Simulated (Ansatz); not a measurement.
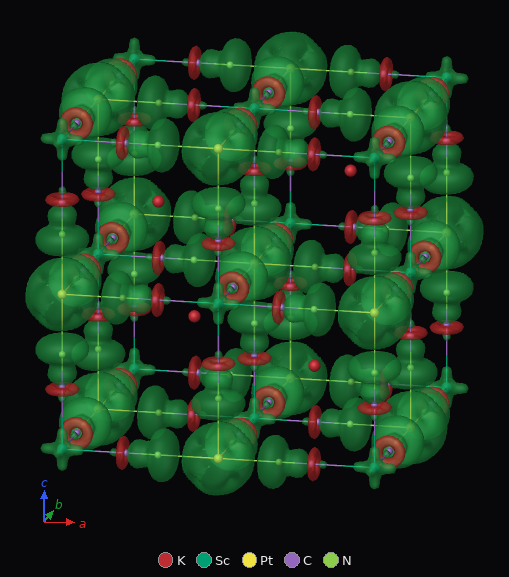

KScPtC6N6. Isosurfaces of the spin density at +0.008 (green) and −0.008 e/Å³ (red), seen slightly off an axis. Sticks mark near contacts.

Space group F-43m; a structure generated by program, which may or may not match a known phase; spin-polarised.

These are results of DFT PBE, scalar-relativistic, plane waves, PAW in Ansatz, not measurements.

Question: Which atoms carry the moments, and with what signs?

Answer: The spin density sits on Pt: +1.2 μB (×4) in one cell of 60 atoms, with smaller moments on other sites: N (up to +0.05 μB): parallel main moments, as they must be, since the calculation's own cell holds one magnetic site. The cell of the calculation (15 atoms) carries 2.0 μB of net spin moment.
